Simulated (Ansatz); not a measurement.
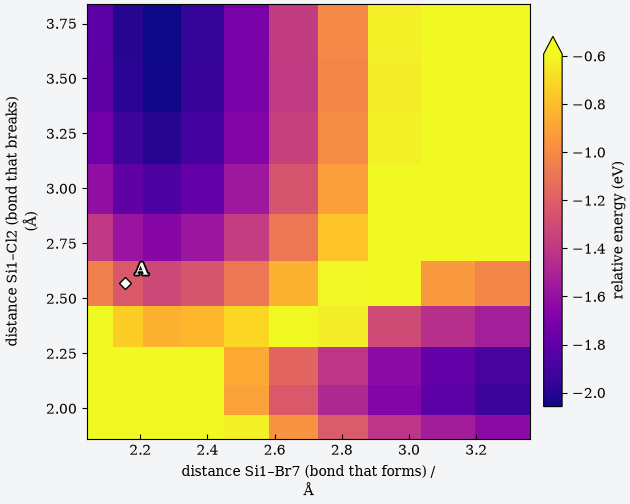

The reacting system BrClH4Si (fragments ClH₃Si + BrH where the first distance is long, BrH₃Si + ClH where the second is long). The first coordinate is: distance Si1–Br7 (bond that forms); the second: distance Si1–Cl2 (bond that breaks). Relaxed at each point: all other coordinates. The scan uses a 10 × 10 grid. Points are written as (first, second). Energies are in eV, from a guessed transition structure relaxed with its forming and breaking bonds held. Energies and slopes of some neighbouring points disagree (a jump in structure or state, or too coarse a mesh). The reference is spin-restricted, so regions where a bond is pulled apart into radicals lie too high. Level of theory: RKS PBE0-D4/def2-SVP (Ansatz).

In the figure: one coloured cell a grid point, one colour for all values above the top of the scale, the point A.

Is A at rest? If not, where is it pushed?

A, at (2.156 Å, 2.570 Å), is not a stationary point. The computed force is 1.6 eV for each Å towards larger values of the first coordinate and 2 eV for each Å towards larger values of the second coordinate.
